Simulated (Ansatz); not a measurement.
Input file:

```
crystal:
  periodic: [false, false, false]
  atoms:
    - {symbol: F, position_ang: [0.195446, 1.102167, -0.582553]}
    - {symbol: C, position_ang: [-1.069911, 0.399022, -0.263044]}
    - {symbol: O, position_ang: [-0.717207, -0.724570, 0.349969]}
    - {symbol: Ga, position_ang: [1.150846, -0.643837, 0.397290]}
    - {symbol: H, position_ang: [-1.610093, 1.122173, 0.360457]}
    - {symbol: H, position_ang: [-1.541075, 0.267423, -1.244923]}
    - {symbol: H, position_ang: [1.736231, -0.094429, 1.733119]}
    - {symbol: H, position_ang: [1.855772, -1.427960, -0.750305]}
basis:
  gaussian: {orbitals: def2-TZVPP}
hamiltonian: {xc: pbe0, dispersion: d4}
output: {orbitals: {seedname: orbitals}}
```

Launched as:

```sh
ansatz run in.yaml --threads 2 --pin off --events-out ev --progress --plain --max-ram 4352MiB
```

Geometry: PBE0-D4/def2-TZVP.

These are results of RKS PBE0-D4/def2-TZVPP (Ansatz), not measurements.

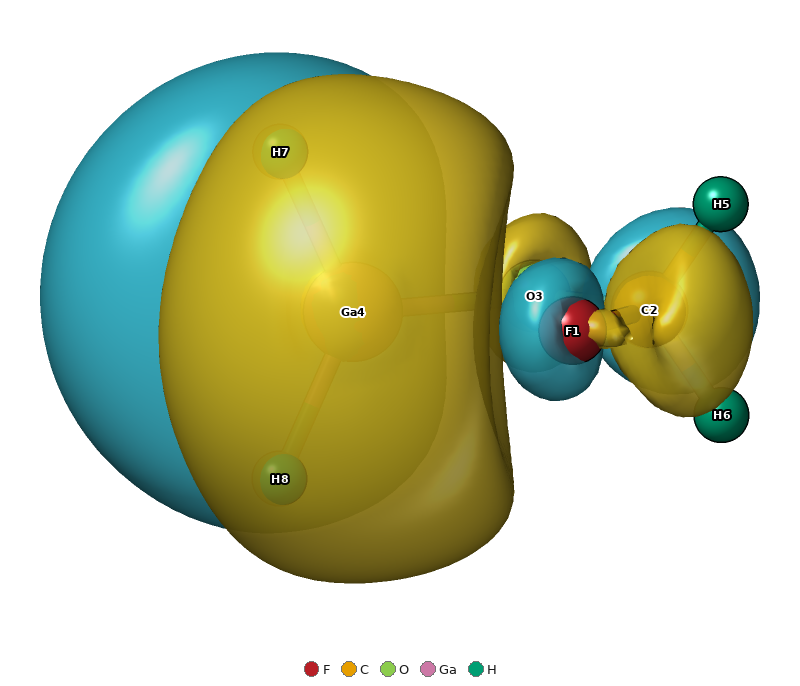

CH₄FGaO (SMILES FC[O][GaH2]). The LUMO at ±0.06 Å⁻³ᐟ² (yellow and cyan are the two phases), seen at a tilt.

Q: Describe this orbital and give its energy.

A: Its weight (Hirshfeld) is mainly on Ga4 (about 75 %), H8 (about 5 %) and H7 (about 5 %). Its energy is −0.86 eV.
